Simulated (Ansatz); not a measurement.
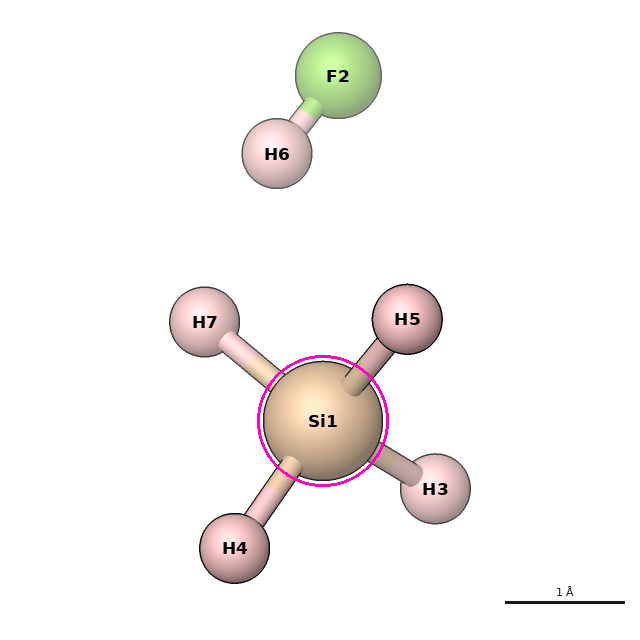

Orthographic view. Distant atoms are faded towards the background colour. The geometry was computed by an optimisation with PBE0-D4/def2-TZVP.

Name the neighbours of the circled atom.

Answer. The circled atom is Si1; it is bonded to H3, H4, H5, H7.

Which two atoms are farthest apart in space?

Answer. F2 and H4, 4.90 Å.

Of Si1 and H3, which is nearer the viewer?

Answer. Si1; the bond to H3 points away from the viewer, so it looks shorter than its 1.48 Å.
